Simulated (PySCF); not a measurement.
# MgO+: from the state search to spectroscopic constants

One job finds the state of MgO+, follows it along the bond with each method and fits the curves.

Method: Mg 6-311G(d,p), O 6-311G(d,p), no relativity; program: PySCF 2.14.0.

## (1) Set-up

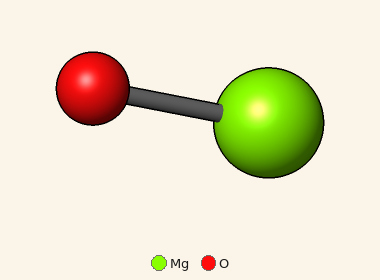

The two atoms at the starting distance (magnesium green, oxygen red).

A driver script around PySCF takes these settings:

```json
{
  "atoms": "Mg, O",
  "charge": "1",
  "basis": "Mg 6-311G(d,p), O 6-311G(d,p)",
  "Hamiltonian": "no relativity",
  "basis functions": "44",
  "electrons treated": "19",
  "masses in u": "23.9850, 15.9949",
  "levels": "PBE0, PBE, r²SCAN, B97-3, M06-L, TPSSh, HSE06, HF, MP2, SCS-MP2, CCSD, CCSD(T)",
  "grid": "80 radial by 434 angular points",
  "occupations": "held fixed by the projection of orbital angular momentum",
  "dissociation limit": "Mg+ + O, each in its ground configuration",
  "starting distance in angstrom": "2.055",
  "values of 2S to try": "1, 3"
}
```

Started as:

```
$ OMP_NUM_THREADS=1 python dia.py task.json out
```

The job searches for the state first and then visits each distance with every level. Its results follow level by level.

## (2) State search with unrestricted PBE0

Unrestricted PBE0 solutions at 2.055 Å, counted from the lowest. The search isn't exhaustive.

```
2Ms+1   unpaired          term  E (eV)  ⟨S²⟩  ⟨Lz²⟩  μ (D)
    2        π ↑            ²Π    0.00  0.82   1.01  -8.57
    4  σ ↑, π ↑↑           ⁴Σ⁻    1.54  3.75   0.00  -1.59
    2        σ ↑           ²Σ⁺    1.56  0.75   0.00  -9.94
    2  σ ↓, π ↑↑  not assigned    1.63  1.75   0.00  -1.46
    4  σ ↑↑, π ↑            ⁴Π    2.32  3.75   1.00  -1.65
    2  σ ↑, π ↑↓  not assigned    2.38  1.75   2.00  -1.53
```

6 of 11 solutions are listed, lowest first.

A term symbol stands only where ⟨S²⟩ and ⟨Lz²⟩ are near those of a pure state. A positive dipole points from Mg to O; in an ion it is taken about the centre of mass and does not tell which atom is negative.

Followed over a short scan are these candidates:

```
2Ms+1   unpaired  R at minimum (Å)  energy at minimum (eV)
    2        π ↑              1.86                    0.00
    2        σ ↑     not bracketed                  ≤ 1.08
    4  σ ↑, π ↑↑     not bracketed                  ≤ 1.59
```

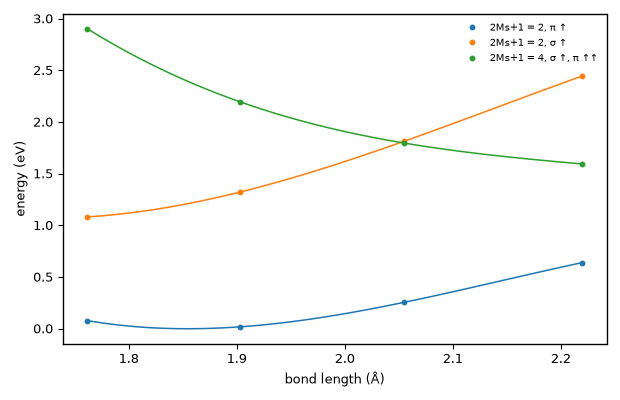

Short scans of the candidates.

The search made 11 SCF attempts at the starting distance; with the short scans it took 5.4 s of wall time (1 thread of Arm Neoverse V2, shared host).

## (3) First curve: PBE0

State followed: ²Π (doublet), unpaired electrons π ↑. The scan is laid around 1.856 Å.

Output of the SCF at 1.856 Å:

```text
******** <class 'pyscf.dft.uks_symm.SymAdaptedUKS'> ********
method = SymAdaptedUKS
initial guess = minao
damping factor = 0
level_shift factor = 0
DIIS = <class 'pyscf.scf.diis.CDIIS'>
diis_start_cycle = 1
diis_space = 10
diis_damp = 0
SCF conv_tol = 1e-09
SCF conv_tol_grad = None
SCF max_cycles = 60
direct_scf = False
max_memory 909 MB (current use 266 MB)
number electrons alpha = 10  beta = 9
XC library pyscf.dft.libxc version 7.0.0
    S. Lehtola, C. Steigemann, M. J.T. Oliveira, and M. A.L. Marques.,  SoftwareX 7, 1–5 (2018)
XC functionals = PBE0
    C. Adamo and V. Barone.,  J. Chem. Phys. 110, 6158 (1999)
    M. Ernzerhof and G. E. Scuseria.,  J. Chem. Phys. 110, 5029 (1999)
small_rho_cutoff = 0
Overwritten attributes  get_k get_occ get_jk get_j get_hcore  of <class 'pyscf.dft.uks_symm.SymAdaptedUKS'>
<class 'pyscf.dft.uks_symm.SymAdaptedUKS'> does not have attributes  refdm
Set gradient conv threshold to 3.16228e-05
init E= -274.772433500205
cycle= 1 E= -274.764728227164  delta_E= 0.00771  |g|= 0.0105  |ddm|= 0.0297
cycle= 2 E= -274.764663107331  delta_E= 6.51e-05  |g|= 0.0156  |ddm|= 0.0207
cycle= 3 E= -274.764768277583  delta_E= -0.000105  |g|= 0.00369  |ddm|= 0.0172
cycle= 4 E= -274.764774478727  delta_E= -6.2e-06  |g|= 0.000695  |ddm|= 0.00253
cycle= 5 E= -274.764775658724  delta_E= -1.18e-06  |g|= 0.000305  |ddm|= 0.0025
cycle= 6 E= -274.764776220014  delta_E= -5.61e-07  |g|= 0.000122  |ddm|= 0.00252
cycle= 7 E= -274.764776322267  delta_E= -1.02e-07  |g|= 4.8e-05  |ddm|= 0.00145
cycle= 8 E= -274.764776324892  delta_E= -2.63e-09  |g|= 5.32e-06  |ddm|= 0.000196
cycle= 9 E= -274.764776324919  delta_E= -2.71e-11  |g|= 1.02e-06  |ddm|= 6.54e-06
Extra cycle  E= -274.76477632492  delta_E= -4.55e-13  |g|= 1.54e-06  |ddm|= 2.49e-06
converged SCF energy = -274.76477632492  <S^2> = 0.76737661  2S+1 = 2.0173018
```

Points of the scan, energies from the lowest:

```
 R (Å)  E (eV)  μ (D)  Mulliken charge of Mg (e)  Mayer bond order  ⟨S²⟩  HOMO (eV)  LUMO (eV)
1.5962  0.8686  -7.78                       1.44              0.97  0.76     -14.32      -9.90
1.6704  0.3840  -7.97                       1.40              1.02  0.76     -14.04      -9.63
1.7446  0.1181  -8.15                       1.37              1.06  0.76     -13.79      -9.70
1.8003  0.0247  -8.28                       1.35              1.07  0.76     -13.62      -9.75
1.8560  0.0000  -8.38                       1.34              1.08  0.77     -13.47      -9.80
1.9117  0.0281  -8.47                       1.32              1.08  0.77     -13.33      -9.84
1.9859  0.1255  -8.56                       1.31              1.08  0.79     -13.18      -9.90
2.0787  0.3094  -8.55                       1.28              1.05  0.83     -13.06      -9.95
2.1901  0.5710  -8.34                       1.24              0.98  0.93     -13.05      -9.97
2.3386  0.9142  -7.85                       1.19              0.83  1.10     -13.18      -9.91
```

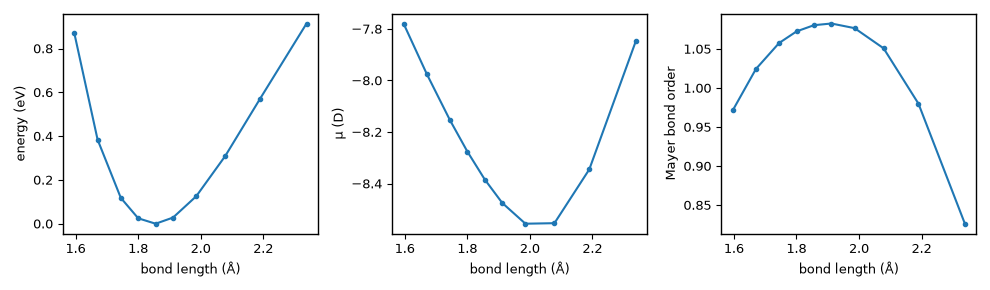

The PBE0 energy and properties against bond length.

The fit gives Re = 1.852 Å, ωe = 700 cm⁻¹, ωexe = 4.87 cm⁻¹, αe = 0.00449 cm⁻¹, Be = 0.5124 cm⁻¹, De = 1.98 eV, μ = -8.38 D.

Orbitals nearest the gap at 1.856 Å:

```
spin  orbital  ε (eV)  filled                         made of
   α        σ  -31.48     yes                        O s 97 %
   β        σ  -29.03     yes                        O s 95 %
   α        π  -16.28     yes                        O p 95 %
   α        σ  -15.29     yes             O p 81 %, Mg s 13 %
   α        π  -14.27     yes                        O p 93 %
   β        σ  -14.27     yes             O p 72 %, Mg s 22 %
   β        π  -13.47     yes                        O p 91 %
   β        σ   -9.80      no  Mg s 66 %, Mg p 21 %, O p 13 %
   α        σ   -9.78      no            Mg s 76 %, Mg p 17 %
   β        π   -9.04      no             O p 76 %, Mg p 20 %
   α        π   -5.96      no                       Mg p 97 %
```

Polarisability there: 31.0 bohr³ along the bond, 12.4 across it. Without diffuse functions these come out too small, above all across the bond.

## (4) Orbitals, density and potential

The fields below are evaluated on a grid from the run's orbitals.

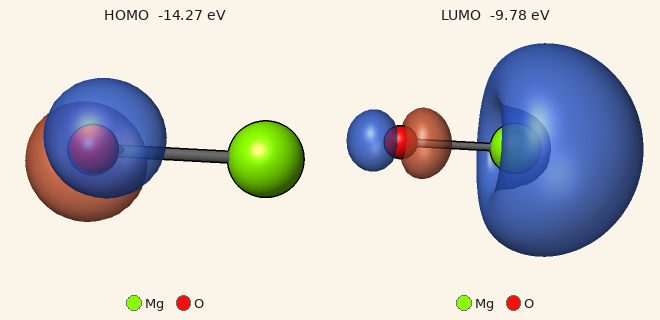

Frontier orbitals at PBE0 (alpha spin); each surface holds 70 % of the orbital's density, blue and red mark the sign.

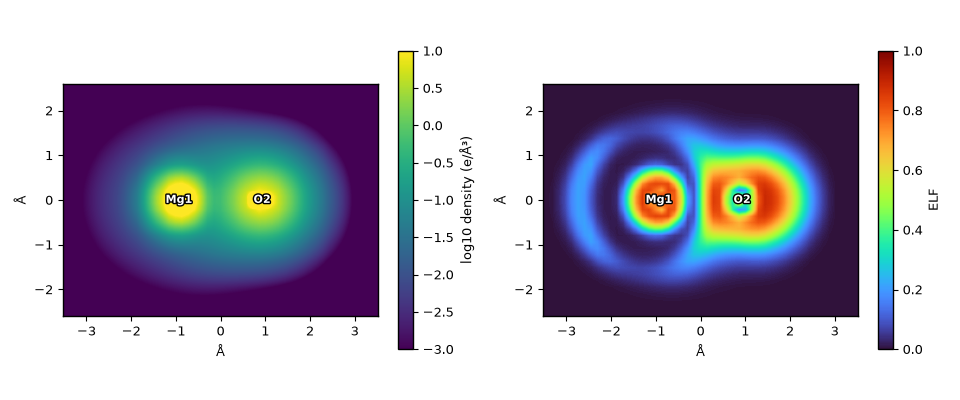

Density (left) and ELF (right) in a plane through or near 2 of the atoms.

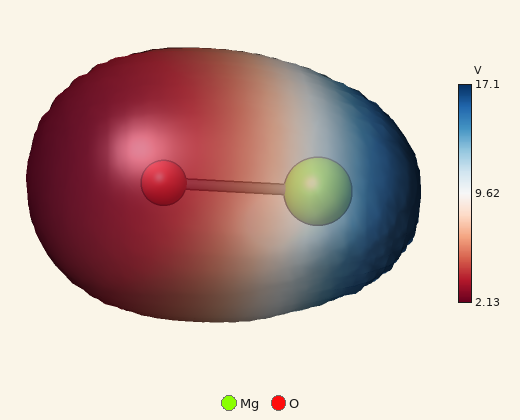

The potential that a unit positive charge feels on the 0.002 e/bohr³ surface, from the 1st to the 99th percentile, from 2.13 V near O2 to 17.11 V near Mg1.

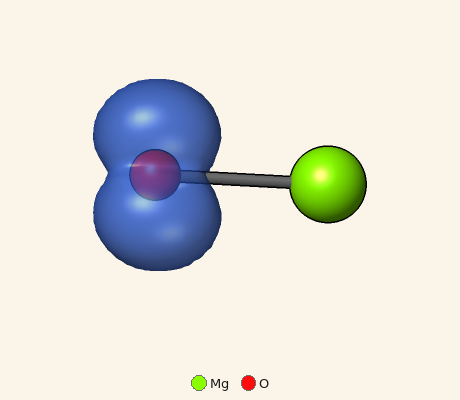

Spin density at ±0.1 e/Å³ (alpha excess blue, beta excess red).

## (5) Higher solutions at PBE0

State 2: ²Σ⁺ (doublet), unpaired electrons σ ↑, an excited solution.

Log of the SCF at 1.856 Å:

```text
[... 13 set-up lines left out, the same as in an earlier log ...]
max_memory 909 MB (current use 336 MB)
[... 8 set-up lines left out, the same as in an earlier log ...]
init E= -274.734097688675
cycle= 1 E= -274.720126952521  delta_E= 0.014  |g|= 0.0104  |ddm|= 0.0183
cycle= 2 E= -274.720032171295  delta_E= 9.48e-05  |g|= 0.0199  |ddm|= 0.0215
cycle= 3 E= -274.720191655931  delta_E= -0.000159  |g|= 0.00173  |ddm|= 0.0103
cycle= 4 E= -274.720193024637  delta_E= -1.37e-06  |g|= 0.000452  |ddm|= 0.00107
cycle= 5 E= -274.72019322304  delta_E= -1.98e-07  |g|= 0.000201  |ddm|= 0.000692
cycle= 6 E= -274.720193257846  delta_E= -3.48e-08  |g|= 3.82e-05  |ddm|= 0.000309
cycle= 7 E= -274.72019326137  delta_E= -3.52e-09  |g|= 1.31e-05  |ddm|= 0.000112
cycle= 8 E= -274.720193261568  delta_E= -1.98e-10  |g|= 2.08e-06  |ddm|= 2.12e-05
Extra cycle  E= -274.720193261571  delta_E= -2.16e-12  |g|= 2.27e-06  |ddm|= 3.11e-06
converged SCF energy = -274.720193261571  <S^2> = 0.75274612  2S+1 = 2.0027442
```

Re = 1.739 Å, ωe = 816 cm⁻¹, ωexe = 3.77 cm⁻¹, αe = 0.00432 cm⁻¹, Be = 0.5808 cm⁻¹, μ = -8.58 D. Its minimum lies 1.08 eV above that of the lowest state.

State 3: ⁴Σ⁻ (quartet), unpaired electrons σ ↑, π ↑↑, an excited solution.

The SCF at the reference distance, 1.856 Å, printed:

```text
[... 13 set-up lines left out, the same as in an earlier log ...]
max_memory 909 MB (current use 337 MB)
number electrons alpha = 11  beta = 8
[... 7 set-up lines left out, the same as in an earlier log ...]
init E= -274.6749915695
cycle= 1 E= -274.677015592683  delta_E= -0.00202  |g|= 0.00608  |ddm|= 0.0227
cycle= 2 E= -274.677021199298  delta_E= -5.61e-06  |g|= 0.00427  |ddm|= 0.00741
cycle= 3 E= -274.677026476188  delta_E= -5.28e-06  |g|= 0.000326  |ddm|= 0.00248
cycle= 4 E= -274.677026506134  delta_E= -2.99e-08  |g|= 9.79e-05  |ddm|= 0.000304
cycle= 5 E= -274.677026509281  delta_E= -3.15e-09  |g|= 1.41e-05  |ddm|= 0.00013
cycle= 6 E= -274.67702650945  delta_E= -1.69e-10  |g|= 2.8e-06  |ddm|= 2.9e-05
Extra cycle  E= -274.677026509456  delta_E= -5.85e-12  |g|= 1.07e-06  |ddm|= 3.72e-06
converged SCF energy = -274.677026509456  <S^2> = 3.7530595  2S+1 = 4.0015295
```

Re = 2.494 Å, ωe = 206.5 cm⁻¹, ωexe = 2.81 cm⁻¹, αe = 0.00565 cm⁻¹, Be = 0.2823 cm⁻¹, μ = -2.93 D. Its minimum lies 1.51 eV above that of the lowest state.

Energy (eV) from the lowest point of the lowest state:

```
R (Å)  lowest  state 2  state 3
1.596   0.869    1.382    4.499
1.670   0.384    1.141    3.648
1.745   0.118    1.079    3.024
1.800   0.025    1.119    2.668
1.856   0.000    1.213    2.388
1.912   0.028    1.349    2.167
1.986   0.125    1.575    1.947
2.079   0.309    1.904    1.759
2.190   0.571    2.332    1.621
2.339   0.914    2.903    1.534
```

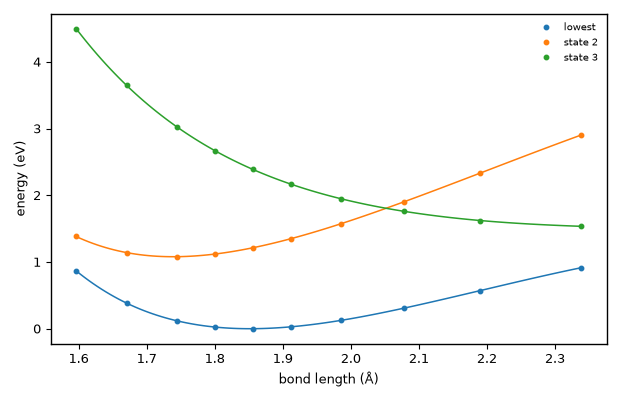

PBE0 curves of the followed states.

## (6) PBE

Output of the SCF at 1.856 Å:

```text
[... 17 set-up lines left out, the same as in an earlier log ...]
XC functionals = PBE
    J. P. Perdew, K. Burke, and M. Ernzerhof.,  Phys. Rev. Lett. 77, 3865 (1996)
    J. P. Perdew, K. Burke, and M. Ernzerhof.,  Phys. Rev. Lett. 78, 1396 (1997)
    J. P. Perdew, K. Burke, and M. Ernzerhof.,  Phys. Rev. Lett. 77, 3865 (1996)
    J. P. Perdew, K. Burke, and M. Ernzerhof.,  Phys. Rev. Lett. 78, 1396 (1997)
[... 2 set-up lines left out, the same as in an earlier log ...]
init E= -274.748501247056
cycle= 1 E= -274.741602494027  delta_E= 0.0069  |g|= 0.121  |ddm|= 0.228
cycle= 2 E= -274.684411035876  delta_E= 0.0572  |g|= 0.369  |ddm|= 0.521
cycle= 3 E= -274.748596264546  delta_E= -0.0642  |g|= 0.0575  |ddm|= 0.291
cycle= 4 E= -274.750820708939  delta_E= -0.00222  |g|= 0.00565  |ddm|= 0.0898
cycle= 5 E= -274.750839792092  delta_E= -1.91e-05  |g|= 0.000779  |ddm|= 0.00726
cycle= 6 E= -274.750840166679  delta_E= -3.75e-07  |g|= 0.000117  |ddm|= 0.00105
cycle= 7 E= -274.750840189487  delta_E= -2.28e-08  |g|= 0.000134  |ddm|= 0.000638
cycle= 8 E= -274.750840202961  delta_E= -1.35e-08  |g|= 1.73e-05  |ddm|= 0.000273
cycle= 9 E= -274.750840203168  delta_E= -2.06e-10  |g|= 3.77e-06  |ddm|= 4.56e-05
Extra cycle  E= -274.750840203057  delta_E= 1.11e-10  |g|= 1.51e-05  |ddm|= 2.08e-05
converged SCF energy = -274.750840203057  <S^2> = 0.76543902  2S+1 = 2.0153799
```

Re = 1.875 Å, ωe = 666 cm⁻¹, ωexe = 4.24 cm⁻¹, αe = 0.00445 cm⁻¹, Be = 0.4997 cm⁻¹, De = 2.40 eV, μ = -7.76 D.

## (7) r²SCAN (meta-GGA)

Log of the SCF at 1.856 Å:

```text
[... 17 set-up lines left out, the same as in an earlier log ...]
XC functionals = R2SCAN
    J. W. Furness, A. D. Kaplan, J. Ning, J. P. Perdew, and J. Sun.,  J. Phys. Chem. Lett. 11, 8208-8215 (2020)
    J. W. Furness, A. D. Kaplan, J. Ning, J. P. Perdew, and J. Sun.,  J. Phys. Chem. Lett. 11, 9248-9248 (2020)
    J. W. Furness, A. D. Kaplan, J. Ning, J. P. Perdew, and J. Sun.,  J. Phys. Chem. Lett. 11, 8208-8215 (2020)
    J. W. Furness, A. D. Kaplan, J. Ning, J. P. Perdew, and J. Sun.,  J. Phys. Chem. Lett. 11, 9248-9248 (2020)
[... 2 set-up lines left out, the same as in an earlier log ...]
init E= -274.890286911738
cycle= 1 E= -274.89063338893  delta_E= -0.000346  |g|= 0.0114  |ddm|= 0.0559
cycle= 2 E= -274.890406975011  delta_E= 0.000226  |g|= 0.024  |ddm|= 0.0283
cycle= 3 E= -274.890669002733  delta_E= -0.000262  |g|= 0.00499  |ddm|= 0.0265
cycle= 4 E= -274.890678737129  delta_E= -9.73e-06  |g|= 0.000286  |ddm|= 0.00437
cycle= 5 E= -274.890678922078  delta_E= -1.85e-07  |g|= 0.00015  |ddm|= 0.000868
cycle= 6 E= -274.890678977927  delta_E= -5.58e-08  |g|= 4.3e-05  |ddm|= 0.000648
cycle= 7 E= -274.890678987105  delta_E= -9.18e-09  |g|= 1.88e-05  |ddm|= 0.000357
cycle= 8 E= -274.890678988173  delta_E= -1.07e-09  |g|= 5.57e-06  |ddm|= 0.000142
cycle= 9 E= -274.890678988208  delta_E= -3.49e-11  |g|= 1.02e-06  |ddm|= 2.21e-05
Extra cycle  E= -274.890678988204  delta_E= 3.81e-12  |g|= 3.06e-06  |ddm|= 4.09e-06
converged SCF energy = -274.890678988204  <S^2> = 0.77070887  2S+1 = 2.0206027
```

Re = 1.855 Å, ωe = 696 cm⁻¹, ωexe = 5.05 cm⁻¹, αe = 0.00455 cm⁻¹, Be = 0.5103 cm⁻¹, De = 2.19 eV, μ = -8.38 D.

## (8) B97-3

Log of the SCF at 1.856 Å:

```text
[... 17 set-up lines left out, the same as in an earlier log ...]
XC functionals = HYB_GGA_XC_B97_3
    T. W. Keal and D. J. Tozer.,  J. Chem. Phys. 123, 121103 (2005)
[... 2 set-up lines left out, the same as in an earlier log ...]
init E= -274.904396157365
cycle= 1 E= -274.904494952463  delta_E= -9.88e-05  |g|= 0.0169  |ddm|= 0.0369
cycle= 2 E= -274.904246193555  delta_E= 0.000249  |g|= 0.0299  |ddm|= 0.0337
cycle= 3 E= -274.90463126001  delta_E= -0.000385  |g|= 0.00201  |ddm|= 0.0261
cycle= 4 E= -274.904637668321  delta_E= -6.41e-06  |g|= 0.00108  |ddm|= 0.00497
cycle= 5 E= -274.904640986948  delta_E= -3.32e-06  |g|= 0.000326  |ddm|= 0.00567
cycle= 6 E= -274.904641397443  delta_E= -4.1e-07  |g|= 6.69e-05  |ddm|= 0.00245
cycle= 7 E= -274.904641412241  delta_E= -1.48e-08  |g|= 2.17e-05  |ddm|= 0.000468
cycle= 8 E= -274.904641412916  delta_E= -6.75e-10  |g|= 2.29e-06  |ddm|= 6.43e-05
Extra cycle  E= -274.904641412927  delta_E= -1.05e-11  |g|= 9.86e-07  |ddm|= 4.46e-06
converged SCF energy = -274.904641412927  <S^2> = 0.75972988  2S+1 = 2.0097063
```

Re = 1.849 Å, ωe = 709 cm⁻¹, ωexe = 5.09 cm⁻¹, αe = 0.00456 cm⁻¹, Be = 0.5140 cm⁻¹, De = 2.10 eV, μ = -8.60 D. 4.5 s of CPU time for 12 points, integrals apart.

## (9) M06-L (meta-GGA)

Log of the SCF at 1.856 Å:

```text
[... 17 set-up lines left out, the same as in an earlier log ...]
XC functionals = M06L
    Y. Zhao and D. G. Truhlar.,  J. Chem. Phys. 125, 194101 (2006)
    Y. Zhao and D. G. Truhlar.,  J. Chem. Phys. 125, 194101 (2006)
    Y. Zhao and D. G. Truhlar.,  Theor. Chem. Acc. 120, 215 (2008)
[... 2 set-up lines left out, the same as in an earlier log ...]
init E= -274.93901326081
cycle= 1 E= -274.943272951566  delta_E= -0.00426  |g|= 0.0512  |ddm|= 0.17
cycle= 2 E= -274.935998338551  delta_E= 0.00727  |g|= 0.131  |ddm|= 0.17
cycle= 3 E= -274.944561264093  delta_E= -0.00856  |g|= 0.00374  |ddm|= 0.123
cycle= 4 E= -274.944567291258  delta_E= -6.03e-06  |g|= 0.00239  |ddm|= 0.00867
cycle= 5 E= -274.944571252007  delta_E= -3.96e-06  |g|= 0.000283  |ddm|= 0.00344
cycle= 6 E= -274.944571328567  delta_E= -7.66e-08  |g|= 0.00013  |ddm|= 0.000699
cycle= 7 E= -274.944571357725  delta_E= -2.92e-08  |g|= 6.37e-05  |ddm|= 0.000467
cycle= 8 E= -274.944571362667  delta_E= -4.94e-09  |g|= 1.12e-05  |ddm|= 0.000142
cycle= 9 E= -274.944571362772  delta_E= -1.04e-10  |g|= 1.11e-06  |ddm|= 2.08e-05
Extra cycle  E= -274.944571362771  delta_E= 6.82e-13  |g|= 1.64e-06  |ddm|= 4.05e-06
converged SCF energy = -274.944571362771  <S^2> = 0.75730699  2S+1 = 2.0072937
```

Re = 1.840 Å, ωe = 735 cm⁻¹, ωexe = 3.75 cm⁻¹, αe = 0.00406 cm⁻¹, Be = 0.5191 cm⁻¹, μ = -9.02 D.

## (10) TPSSh (hybrid meta-GGA)

The SCF at the reference distance, 1.856 Å, printed:

```text
[... 13 set-up lines left out, the same as in an earlier log ...]
max_memory 909 MB (current use 338 MB)
[... 3 set-up lines left out, the same as in an earlier log ...]
XC functionals = TPSSH
    V. N. Staroverov, G. E. Scuseria, J. Tao, and J. P. Perdew.,  J. Chem. Phys. 119, 12129 (2003)
[... 2 set-up lines left out, the same as in an earlier log ...]
init E= -274.965040732117
cycle= 1 E= -274.965202713647  delta_E= -0.000162  |g|= 0.0104  |ddm|= 0.0305
cycle= 2 E= -274.964883891065  delta_E= 0.000319  |g|= 0.0283  |ddm|= 0.0435
cycle= 3 E= -274.965270975523  delta_E= -0.000387  |g|= 0.00259  |ddm|= 0.0252
cycle= 4 E= -274.96527465605  delta_E= -3.68e-06  |g|= 0.000852  |ddm|= 0.00286
cycle= 5 E= -274.965275589865  delta_E= -9.34e-07  |g|= 0.000287  |ddm|= 0.00219
cycle= 6 E= -274.965275890898  delta_E= -3.01e-07  |g|= 5.8e-05  |ddm|= 0.00245
cycle= 7 E= -274.965275892784  delta_E= -1.89e-09  |g|= 8.85e-06  |ddm|= 9.51e-05
cycle= 8 E= -274.965275892843  delta_E= -5.89e-11  |g|= 1.38e-06  |ddm|= 2.21e-05
Extra cycle  E= -274.965275892839  delta_E= 3.52e-12  |g|= 3.34e-06  |ddm|= 4.89e-06
converged SCF energy = -274.965275892839  <S^2> = 0.76140463  2S+1 = 2.0113723
```

Re = 1.861 Å, ωe = 689 cm⁻¹, ωexe = 4.28 cm⁻¹, αe = 0.00436 cm⁻¹, Be = 0.5071 cm⁻¹, De = 2.14 eV, μ = -8.27 D. 9 s of CPU time for 12 points, integrals apart.

## (11) HSE06

Log of the SCF at 1.856 Å:

```text
[... 17 set-up lines left out, the same as in an earlier log ...]
XC functionals = HSE06
    J. Heyd, G. E. Scuseria, and M. Ernzerhof.,  J. Chem. Phys. 118, 8207 (2003)
    J. Heyd, G. E. Scuseria, and M. Ernzerhof.,  J. Chem. Phys. 124, 219906 (2006)
    A. V. Krukau, O. A. Vydrov, A. F. Izmaylov, and G. E. Scuseria.,  J. Chem. Phys. 125, 224106 (2006)
[... 2 set-up lines left out, the same as in an earlier log ...]
init E= -274.786907274161
cycle= 1 E= -274.786923884077  delta_E= -1.66e-05  |g|= 0.00168  |ddm|= 0.00545
cycle= 2 E= -274.786922328252  delta_E= 1.56e-06  |g|= 0.00236  |ddm|= 0.00241
cycle= 3 E= -274.786924280772  delta_E= -1.95e-06  |g|= 0.000879  |ddm|= 0.00294
cycle= 4 E= -274.786924721416  delta_E= -4.41e-07  |g|= 6.45e-05  |ddm|= 0.00092
cycle= 5 E= -274.786924736895  delta_E= -1.55e-08  |g|= 3.19e-05  |ddm|= 0.000331
cycle= 6 E= -274.786924742049  delta_E= -5.15e-09  |g|= 1.42e-05  |ddm|= 0.000277
cycle= 7 E= -274.786924742438  delta_E= -3.89e-10  |g|= 2.89e-06  |ddm|= 7.1e-05
Extra cycle  E= -274.786924742452  delta_E= -1.43e-11  |g|= 2e-06  |ddm|= 8.89e-06
converged SCF energy = -274.786924742452  <S^2> = 0.76677354  2S+1 = 2.0167038
```

Re = 1.852 Å, ωe = 700 cm⁻¹, ωexe = 4.80 cm⁻¹, αe = 0.00448 cm⁻¹, Be = 0.5122 cm⁻¹, De = 1.99 eV, μ = -8.36 D. 7 s of CPU time for 12 points, integrals apart.

(Part 1 of 2 ends here.)
